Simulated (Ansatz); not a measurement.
# Static equation of state of amorphous Si (100 atoms)

Density of this cell: 2.24 g/cm³. The cell holds 100 atoms: 100 Si. Its edges and angles: a = 12.801 Å, b = 12.631 Å, c = 12.881 Å, α = 91.2°, β = 90.1°, γ = 88.8°. The starting structure: 100 atoms (100 Si) placed at random at 2.26 g/cm³, melted at 2500 K for 10 ps at fixed volume with the EDIP (Justo, Bazant, Kaxiras, Bulatov and Yip, Phys. Rev. B 58, 2539 (1998)). Quenched from 2500 K to 700 K at 500 K/ps and fixed volume, annealed at 700 K for 50 ps, held 5 ps.

Calculated with Ansatz 0.2.0: Kohn-Sham DFT, PBE, PAW (set soft_1), plane waves; cutoff 420 eV, Γ point, gaussian smearing of 0.05 eV. Cell and atoms were relaxed first, to V0 = 20.820 Å³ an atom at a residual P0 = 0.002 GPa. The cell was then scaled evenly, and the atoms were relaxed at each volume.

```
volume (Å³/atom)  pressure (GPa)
          18.738           7.134
          19.571               ?
          20.195           2.042
          21.445          -1.627
          22.069          -3.021
```

Task: Fit the third-order Birch–Murnaghan equation to the rows given and interpolate to the withheld row.

Worked fit:

Take the Eulerian strain f = ½[(V0/V)^(2/3) − 1] and the normalised pressure F = (P − P0) / [3f(1 + 2f)^(5/2)]. The third-order Birch–Murnaghan equation is then the line F = B0 + (3/2)B0(B′ − 4) f, so u = f and v = F.

```
      u = f  v = F (GPa)
  0.0363832      54.8206
  0.0102572      63.0103
-0.00975665      58.4576
 -0.0190505      58.2779
```

With n = 4: mean u = 0.00445829, mean v = 58.6416, Σ(u − ū)² = 0.0018076, Σ(u − ū)(v − v̄) = -0.085488. Slope b = -0.085488 / 0.0018076 = -47.295; intercept a = v̄ − b ū = 58.852.

So B0 = a = 58.9 GPa and B′ = 4 + 2b/(3a) = 3.46. At the withheld volume f = 0.02106, F = a + b f = 57.86 GPa, and P = P0 + 3f(1 + 2f)^(5/2) F.

Prediction at 19.571: 4.053 GPa. The run gave 4.216 GPa, so the fit is low by 0.16 GPa (3.8 % of the value).

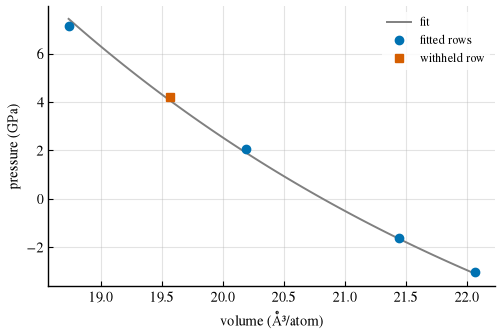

The fit, the rows that it rests on and the withheld row.

The series isn't one smooth equation of state: even a line fitted to all rows, the withheld one included, misses F by up to 6.6 %, the count of bonds changes along the series and an atom moves over 0.5 Å in some relaxation. B0 and B′ are then only the numbers of this fit, not moduli of the material. Among the rows given, the largest miss of the fit is at 18.738, by 0.30 GPa (3.0 % of the range of the table).

Limits: Static cells at zero temperature; the cell shape is held. The program notes that the SCF threshold of these relaxations is loose for the stress. The quench rate of 500 K/ps is many orders above laboratory rates, so the cell is likely richer in defects and strain than a real sample. The network of bonds at the start is that of the classical potential that made the cell, and needn't be the one that DFT or experiment would give. Only the Γ point is sampled, in a cell whose shortest periodic width is 13 Å.

[Logs are printed without paths, hosts, clocks, repeated set-up lines and the standing remarks that a program may print on its own settings, such as how far it seeks lower states.]

[Hosts, paths, dates, database ids (printed as entryN), source tags and the programs' standing remarks are cut or masked in the printed files.]
